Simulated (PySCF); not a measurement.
C8H4Si (Si(CCH)4)

The calculation's input:

```
{"job": {"kind": "uv", "xc": "wB97X-D", "basis": "def2-SVPD", "ip": false, "nstates": 10}, "charge": 0, "multiplicity": 1}
Si    -0.001309    -0.004815     0.001687
C      0.004103    -0.010261     1.830448
C      0.013231    -0.014050     3.046486
H      0.020065    -0.017558     4.122262
C      1.720830    -0.014752    -0.612134
C      2.866556    -0.021884    -1.019562
H      3.880368    -0.028634    -1.379448
C     -0.852253     1.497946    -0.600968
C     -1.415066     2.499060    -1.000764
H     -1.913361     3.384905    -1.353413
C     -0.874603    -1.489874    -0.611930
C     -1.453664    -2.478302    -1.020044
H     -1.964266    -3.353892    -1.380420
```

Launched as:

```sh
OMP_NUM_THREADS=1 python probes_run.py task.json out
```

Geometry: PBE0-D3(BJ)/def2-SVP.

Computed with wB97X-D/def2-SVPD, SCF density, gas phase (PySCF 2.14.0).

Predict the electron density and electron localisation function between the atoms.

Answer. C–C (1.22 Å): the density is about 2.7 e/Å³ at the midpoint; the ELF peaks at about 0.85 between the atoms (a multiple bond).
C–Si (1.83 Å): ρ at the midpoint is about 0.98 e/Å³; the ELF peaks at about 0.95 between the atoms (a covalent bond).
C–H (1.08 Å): ρ at the midpoint is about 2 e/Å³; the ELF climbs to about 1 towards the hydrogen, as it does in any bond to H; an ordinary covalent bond to hydrogen.

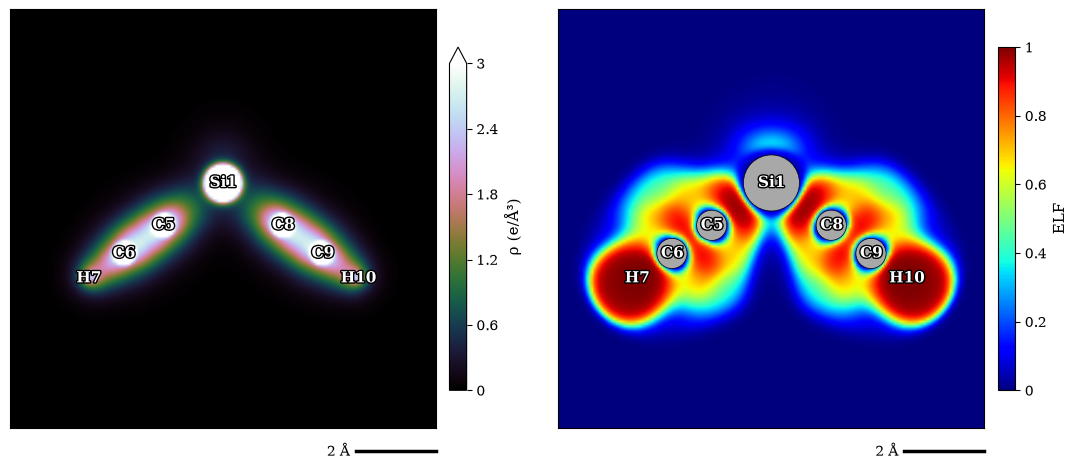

Computed electron density and electron localisation function on the plane of atoms C5, Si1 and C8, in this order. Grey discs cover the atomic cores in the ELF map. 
